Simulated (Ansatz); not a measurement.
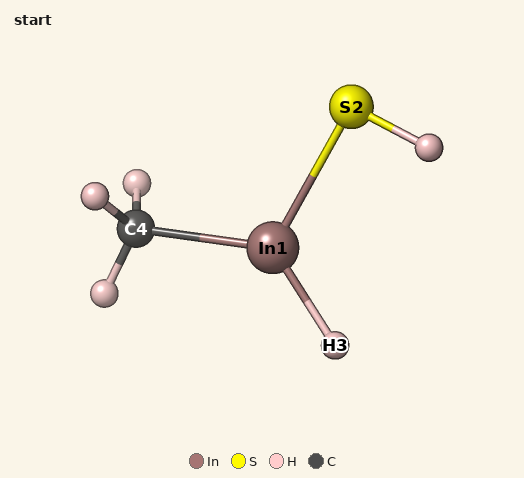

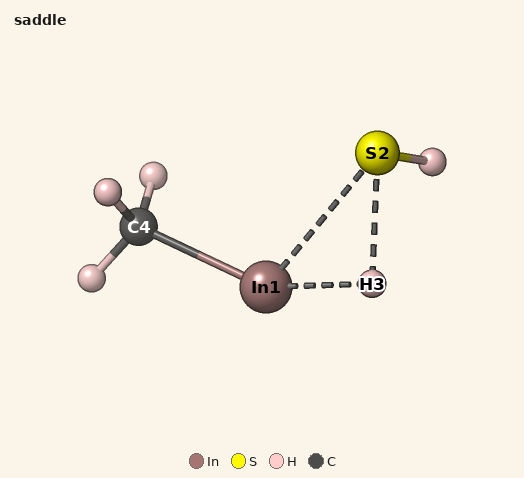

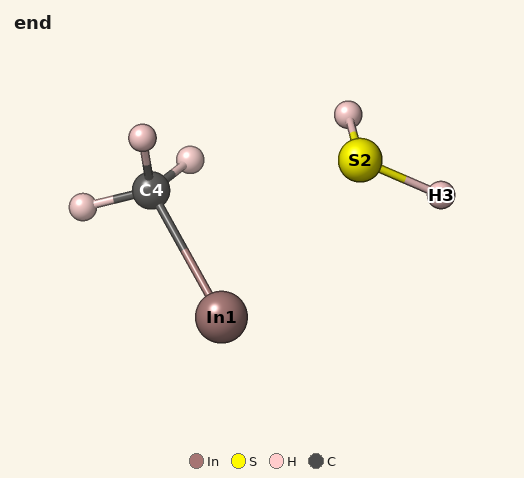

A saddle point and the two end points reached downhill from it. Broken sticks mark bonds that form or break. The species is neutral and a spin singlet. Geometries: PBE0-D4/def2-TZVP; all other levels are single points on them, and energies count from the start as drawn. Program: Ansatz 0.2.0, core potentials on In. In CBS estimates cores are frozen, and CCSD(T) − MP2 is taken in the smaller basis.

Q: Which bonds form and which break from start to end?

A: Formed: S2–H3; broken: In1–S2, In1–H3. At the saddle point S2···H3 is 1.92 Å, In1···S2 is 2.75 Å, In1···H3 is 1.77 Å.

Give the electronic barrier and the reaction energy from start to end in eV (no zero-point energy) with CCSD(T)/CBS (MP2 limit from def2-TZVPP and def2-QZVPP plus CCSD(T) − MP2); ωB97X-V/def2-TZVPP; RHF-MP2 (frozen core)/def2-QZVPP; PBE-QIDH (frozen core)/def2-TZVPP; B97M-V/def2-TZVPP; CAM-B3LYP-D4/def2-TZVPP.

```json
{"level": "CCSD(T)/CBS (MP2 limit from def2-TZVPP and def2-QZVPP plus CCSD(T) − MP2)", "barrier": "1.978", "reaction energy": "+0.757"}
{"level": "ωB97X-V/def2-TZVPP", "barrier": "2.256", "reaction energy": "+0.899"}
{"level": "RHF-MP2 (frozen core)/def2-QZVPP", "barrier": "1.971", "reaction energy": "+0.771"}
{"level": "PBE-QIDH (frozen core)/def2-TZVPP", "barrier": "2.110", "reaction energy": "+0.907"}
{"level": "B97M-V/def2-TZVPP", "barrier": "1.903", "reaction energy": "+0.838"}
{"level": "CAM-B3LYP-D4/def2-TZVPP", "barrier": "2.079", "reaction energy": "+0.719"}
```
